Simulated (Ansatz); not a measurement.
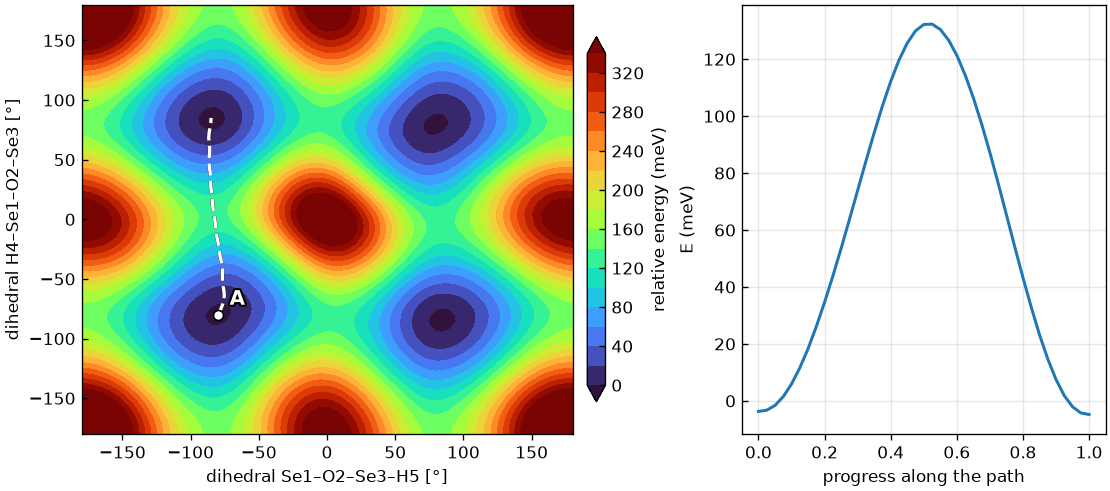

H₂OSe₂, SMILES [SeH]O[SeH]. First axis: dihedral Se1–O2–Se3–H5. Second axis: dihedral H4–Se1–O2–Se3. Nothing is relaxed (all other coordinates rigid). The scan uses a 10 × 10 grid; 31 points were computed and 69 follow by symmetry. Points are written as (first, second). Energies are in meV, from the lowest grid point. The calculation used RKS B3LYP-D4/def2-TZVP (Ansatz 0.2.0).

The picture shows filled contours, a line along the lowest path, one colour for all values above the top of the scale, the energy along the path at the right, the start A. Between grid points the surface is interpolated.

> Describe the path and its barrier.

The easiest path leads from the well at about (−80°, −80°) to a well of about the same depth at about (−85°, 85°). Its highest point lies about 136 meV above the bottom of the first well on the interpolated surface, at about (−85°, 5°). The start is the relaxed structure and all else is held, so a fully relaxed path at this level can only be lower.
